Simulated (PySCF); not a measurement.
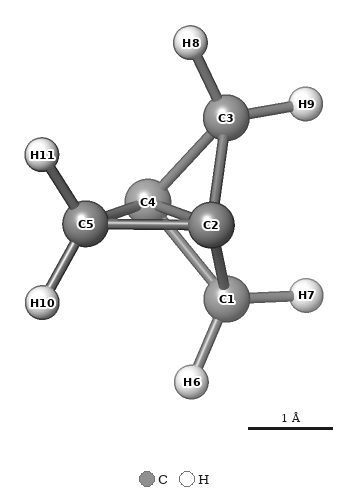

Figure 1. The structure as given in the input (ball-and-stick view, seen at a tilt; atoms are numbered from 1 in the order of the input). Bond lengths as drawn: C–C 1.51 to 1.60 Å and C–H 1.08 Å.

**Two runs on C5H6**

System: C5H6.
Method of the first run: GIAO KT2/pcSseg-1 NMR shielding, non-relativistic, IEF-PCM water (PySCF 2.14.0).

The geometry comes from this level: GFN2-xTB. Text and figures count atoms from 1; the logs count them from 0 in places.

### The input, the first run
```
{"job": {"kind": "nmr", "xc": "KT2", "basis": "pcSseg-1", "pop": false, "solvent": "water"}, "charge": 0, "multiplicity": 1}
C     -0.730226     1.007188    -0.405683
C      0.059171     0.267657     0.647742
C     -0.538081    -1.079621     0.319218
C     -0.055306    -0.265587    -0.857183
C      1.274102     0.075321    -0.227921
H     -0.330800     1.946107    -0.768681
H     -1.809987     1.003557    -0.321866
H      0.029222    -1.961918     0.588916
H     -1.607040    -1.201709     0.443776
H      1.787027     0.961542    -0.580775
H      1.943615    -0.741854     0.010736
```

The first line tells a small driver script what to run in PySCF; the rest is the geometry in Å.

Launched with:
```bash
OMP_NUM_THREADS=1 python <driver script> task.json out
```

Hardware: 1 CPU thread, shared host.

### Output (the first run)
```
coarse grid: 9152 points
cycle   1  E = -197.4588766058  dE =  7.548e-01  |g| = 3.233e-01  |ddm| = 2.919e+00
cycle   2  E = -197.4306397441  dE =  2.824e-02  |g| = 4.722e-01  |ddm| = 7.588e-01
cycle   3  E = -197.4900481545  dE = -5.941e-02  |g| = 2.913e-02  |ddm| = 4.137e-01
cycle   4  E = -197.4901964516  dE = -1.483e-04  |g| = 1.150e-02  |ddm| = 3.228e-02
cycle   5  E = -197.4902261821  dE = -2.973e-05  |g| = 3.400e-03  |ddm| = 1.349e-02
cycle   6  E = -197.4902292270  dE = -3.045e-06  |g| = 2.648e-04  |ddm| = 4.361e-03
final grid: 88272 points
cycle   7  E = -197.4874325477  dE = -2.369e-04  |g| = 1.066e-02  |ddm| = 6.391e-02
cycle   8  E = -197.4874041293  dE =  2.842e-05  |g| = 1.478e-02  |ddm| = 2.487e-02
cycle   9  E = -197.4874620937  dE = -5.796e-05  |g| = 1.387e-03  |ddm| = 1.498e-02
cycle  10  E = -197.4874624391  dE = -3.454e-07  |g| = 4.599e-04  |ddm| = 1.342e-03
cycle  11  E = -197.4874624837  dE = -4.453e-08  |g| = 1.981e-04  |ddm| = 5.142e-04
cycle  12  E = -197.4874624926  dE = -8.873e-09  |g| = 8.991e-05  |ddm| = 2.228e-04
cycle  13  E = -197.4874624947  dE = -2.180e-09  |g| = 1.805e-06  |ddm| = 8.356e-05
cycle  14  E = -197.4874624947  dE = -1.137e-12  |g| = 4.217e-07  |ddm| = 2.801e-06
converged SCF energy = -197.4874624947

GIAO shielding tensors (ppm)
atom      isotropic    diamagn.    paramagn.     s11        s22        s33       span
  0 C      106.947     259.329    -152.382     53.202    126.933    140.707     87.505
  1 C      186.544     249.984     -63.440    152.967    203.324    203.342     50.376
  2 C      106.932     259.063    -152.131     53.206    126.894    140.697     87.491
  3 C      186.519     252.457     -65.938    152.990    203.276    203.290     50.301
  4 C      106.942     259.276    -152.334     53.220    126.914    140.692     87.471
  5 H       29.271      31.711      -2.440     23.946     25.071     38.795     14.848
  6 H       29.271      31.766      -2.495     23.947     25.073     38.793     14.847
  7 H       29.270      31.750      -2.480     23.946     25.070     38.794     14.848
  8 H       29.268      31.735      -2.466     23.945     25.071     38.789     14.844
  9 H       29.269      31.703      -2.434     23.946     25.071     38.791     14.845
 10 H       29.270      31.774      -2.503     23.947     25.071     38.793     14.846
```

For the second run the input was changed thus:
```diff
-C     -0.730226     1.007188    -0.405683
-C      0.059171     0.267657     0.647742
-C     -0.538081    -1.079621     0.319218
-C     -0.055306    -0.265587    -0.857183
-C      1.274102     0.075321    -0.227921
-H     -0.330800     1.946107    -0.768681
-H     -1.809987     1.003557    -0.321866
-H      0.029222    -1.961918     0.588916
-H     -1.607040    -1.201709     0.443776
-H      1.787027     0.961542    -0.580775
-H      1.943615    -0.741854     0.010736
+C      1.975569     1.953909   -20.439087
+C      3.378964     2.261622   -20.177663
+C      3.133015     2.693688   -18.666754
+C      2.489936     1.396553   -19.189470
+C      3.732032     0.903385   -19.784747
+H      1.790923     1.333533   -21.305457
+H      1.082105     2.659836   -20.541503
+H      3.949144     2.452094   -17.827408
+H      2.637721     3.571243   -18.370771
+H      3.932164     0.245656   -20.524080
+H      4.644214     0.819675   -19.079429
```

What does this change do to the results?

With the same method and basis, the second run lies 27.6 kcal/mol higher. The HOMO goes from −6.68 to −6.78 eV. The dipole moment goes from 0.00 to 0.12 D. Of all shieldings, the largest change is that of C3, by −16.8 ppm. The SCF takes 15 iterations against 14.

### Output (the second run)
```
coarse grid: 9152 points
cycle   1  E = -197.4139121948  dE =  8.413e-01  |g| = 3.363e-01  |ddm| = 2.923e+00
cycle   2  E = -197.3749820887  dE =  3.893e-02  |g| = 5.195e-01  |ddm| = 8.345e-01
cycle   3  E = -197.4471023387  dE = -7.212e-02  |g| = 3.869e-02  |ddm| = 4.775e-01
cycle   4  E = -197.4473326491  dE = -2.303e-04  |g| = 2.060e-02  |ddm| = 4.539e-02
cycle   5  E = -197.4474359161  dE = -1.033e-04  |g| = 5.588e-03  |ddm| = 2.178e-02
cycle   6  E = -197.4474408977  dE = -4.982e-06  |g| = 3.614e-03  |ddm| = 7.365e-03
cycle   7  E = -197.4474443967  dE = -3.499e-06  |g| = 4.457e-04  |ddm| = 3.565e-03
final grid: 88272 points
cycle   8  E = -197.4434626220  dE = -2.117e-04  |g| = 1.297e-02  |ddm| = 6.765e-02
cycle   9  E = -197.4434075504  dE =  5.507e-05  |g| = 1.934e-02  |ddm| = 3.147e-02
cycle  10  E = -197.4435073301  dE = -9.978e-05  |g| = 1.605e-03  |ddm| = 1.906e-02
cycle  11  E = -197.4435076850  dE = -3.549e-07  |g| = 9.016e-04  |ddm| = 1.994e-03
cycle  12  E = -197.4435078998  dE = -2.148e-07  |g| = 1.708e-04  |ddm| = 8.819e-04
cycle  13  E = -197.4435079060  dE = -6.218e-09  |g| = 8.354e-05  |ddm| = 1.835e-04
cycle  14  E = -197.4435079078  dE = -1.823e-09  |g| = 8.687e-06  |ddm| = 8.553e-05
cycle  15  E = -197.4435079079  dE = -1.597e-11  |g| = 3.170e-06  |ddm| = 8.999e-06
converged SCF energy = -197.4435079079

GIAO shielding tensors (ppm)
atom      isotropic    diamagn.    paramagn.     s11        s22        s33       span
  0 C      115.374     271.830    -156.456     62.405    132.931    150.787     88.382
  1 C      193.923     453.994    -260.070    149.788    208.232    223.750     73.962
  2 C       90.092     221.106    -131.014     43.812    102.619    123.845     80.034
  3 C      189.639      51.226     138.413    154.069    198.683    216.164     62.095
  4 C      118.276     259.624    -141.348     86.320    126.688    141.820     55.499
  5 H       29.214      13.151      16.063     24.303     24.874     38.464     14.161
  6 H       27.390      33.924      -6.534     22.857     23.176     36.136     13.279
  7 H       27.138      35.878      -8.739     22.359     23.082     35.974     13.615
  8 H       28.871      29.644      -0.773     24.405     25.119     37.089     12.684
  9 H       30.737      15.623      15.115     25.647     26.314     40.251     14.604
 10 H       28.685      38.691     -10.007     23.253     24.212     38.589     15.336
```

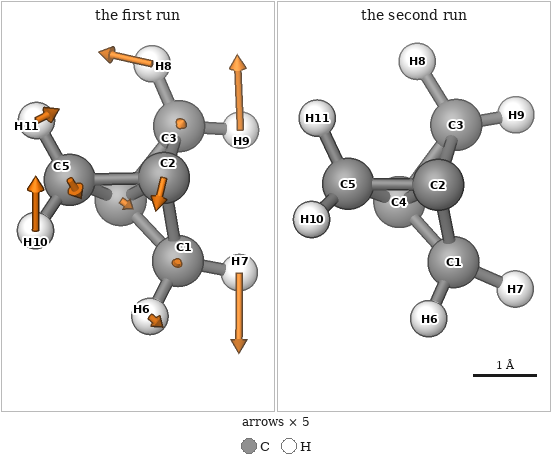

Figure 2. The two input geometries at one scale (ball-and-stick view, seen at a tilt). The orange arrows on the first give the shifts of the atoms after the best rigid fit, magnified 5 times. H7 moves most after the best rigid fit: 0.26 Å. Largest moves by element: H 0.26 Å, C 0.12 Å. Among the contacts that change: C3–H8 1.083 → 1.195 Å, C2–C3 1.510 → 1.591 Å, C5–H10 1.083 → 1.010 Å, C5–H11 1.083 → 1.156 Å.

### The two runs side by side

```tsv
quantity	the first run	the second run
outcome	converged	converged
total energy (hartree)	−197.487462	−197.443508
HOMO (eV)	−6.68	−6.78
LUMO (eV)	−0.83	−0.86
dipole moment (D)	0.00	0.12
shielding of C1 (ppm)	106.9	115.4
shielding of C2 (ppm)	186.5	193.9
shielding of C3 (ppm)	106.9	90.1
shielding of C4 (ppm)	186.5	189.6
shielding of C5 (ppm)	106.9	118.3
shielding of H7 (ppm)	29.3	27.4
shielding of H8 (ppm)	29.3	27.1
SCF iterations	14	15
basis functions	115	115
wall time (shared host)	6.7 s	6.4 s
```
